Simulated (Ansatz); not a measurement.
# SiMe2 (C2H6Si): structure and electronic state

What does SiMe2 (C2H6Si) look like as a singlet, and where do its frontier electrons sit?

Method: RKS PBE0-D4/def2-TZVP; program: Ansatz 0.2.0, Gaussian basis.

Levels to be run: relaxation at B3LYP-D4/def2-TZVP; a search for the lowest solution at PBE0-D4/def2-SVP; a single point at PBE0-D4/def2-TZVP.

### Step 1. Starting geometry

9 atoms, charge 0, spin multiplicity 1.

Atoms are counted from 1 here; the program's logs count them from 0.

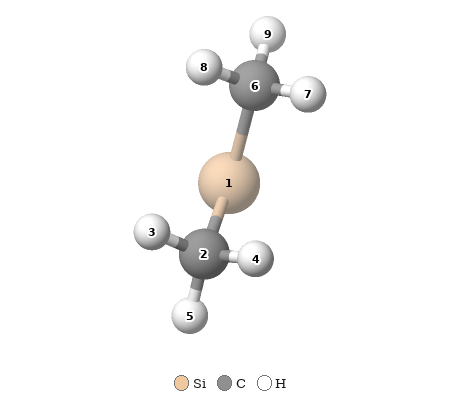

The starting geometry (silicon light orange, carbon grey, hydrogen white); atoms are numbered from 1 in the order of the file.

Coordinates:

```
Si   -0.00134    0.01145   -1.28874
C     1.46187   -0.01591   -0.03686
H     1.44530   -0.92037    0.57230
H     1.42398    0.83626    0.64274
H     2.42599    0.01541   -0.54103
C    -1.46192    0.01587   -0.03336
H    -1.45522    0.91955    0.57705
H    -1.41268   -0.83671    0.64478
H    -2.42597   -0.02556   -0.53687
```

The start is a GFN2-xTB geometry.

### Step 2. Relaxation at B3LYP-D4/def2-TZVP

in.yaml reads:

```yaml
crystal:
  periodic: [false, false, false]
  atoms:
    - {symbol: Si, position_ang: [-0.001340, 0.011450, -1.288740]}
    - {symbol: C, position_ang: [1.461870, -0.015910, -0.036860]}
    - {symbol: H, position_ang: [1.445300, -0.920370, 0.572300]}
    - {symbol: H, position_ang: [1.423980, 0.836260, 0.642740]}
    - {symbol: H, position_ang: [2.425990, 0.015410, -0.541030]}
    - {symbol: C, position_ang: [-1.461920, 0.015870, -0.033360]}
    - {symbol: H, position_ang: [-1.455220, 0.919550, 0.577050]}
    - {symbol: H, position_ang: [-1.412680, -0.836710, 0.644780]}
    - {symbol: H, position_ang: [-2.425970, -0.025560, -0.536870]}
basis:
  gaussian: {orbitals: def2-TZVP}
hamiltonian: {xc: {name: B3LYP}, dispersion: d4}
scf: {lower_state_search: "off"}
output: {orbitals: {seedname: orbitals}}
relax: {f_tol: 0.02, max_steps: 100}
```

Started as:

```
$ ansatz run in.yaml --threads 4 --pin off --events-out ev --progress --plain --max-ram 3916MiB
```

Further steps of the session: Searching for the lowest solution, PBE0-D4/def2-SVP; Single point, PBE0-D4/def2-TZVP.

Before running them: what should the planned runs give, taken together? Wanted: point group; commonest bond, hydrogen aside; HOMO, LUMO at PBE0-D4/def2-TZVP; dipole at B3LYP-D4/def2-TZVP.

As calculated:

| quantity | value |
| --- | --- |
| point group | C2v |
| commonest bond, hydrogen aside | C–Si, 2 of mean length 1.907 Å |
| HOMO, LUMO at PBE0-D4/def2-TZVP | -5.93, -2.13 eV |
| dipole at B3LYP-D4/def2-TZVP | 1.22 D |

**Reading.** The molecule keeps its bonding pattern by the stored test; the atoms moved 0.05 Å (rms). No usable vibrations, so a minimum isn't proven.
